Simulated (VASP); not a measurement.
Band structure of KTaO3 (space group Pm-3m). These are LDA (Ceperley-Alder, Perdew-Zunger), VASP's LDA PAW potentials (set 64) (plane waves; VASP) values and carry that method's errors.

Unless said otherwise, spin-orbit coupling is left out, though it shifts the bands of the heavy elements here.

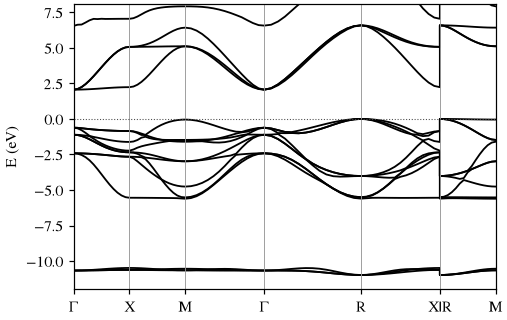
Fig. 1. Bands along high-symmetry lines, zero at the valence-band maximum or, without a gap, the Fermi level

**Question.** Read the plot: is there a gap, and where are the band edges?

**Answer.** The gap is indirect, 2.06 eV, from the valence maximum at R to the conduction minimum at Γ. (Edges off the drawn lines would not show.)

The structure comes from a computed database's KTaO3 entry (Pm-3m); how it stands against other phases isn't given here. It was relaxed first.
